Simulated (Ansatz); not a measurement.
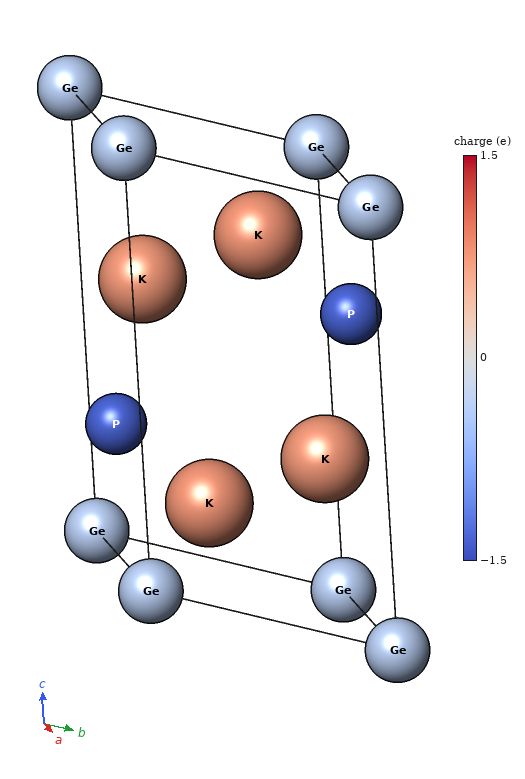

A spheres-only rendering, viewed slightly off an axis. The wireframe shows the simulation cell. The atoms of this K$_{4}$GeP$_{2}$ cell are coloured by their Bader charge.

Electronic-structure method: DFT, PAW plane waves, r2SCAN in Ansatz 0.2.0. Parameters: a cutoff energy of 500 eV, the zone sampled with 7×7×7 points, Fermi-Dirac smearing of 0.072 eV, no spin polarisation.

> What charges do the elements carry?

Most positive: K; most negative: P. Charges: about K +0.7 to +0.8 e; Ge -0.3 e; P -1.3 e.

The model is a generated cell, made by putting these elements into a known structure type (the compound may or may not exist in this form); its atoms and cell weren't optimised. Ansatz was used for an electronic-structure calculation on it.

At this level of theory the cell isn't at rest (forces up to 0.6 eV/Å), so its distances can differ from those at equilibrium, the more so the softer the solid.
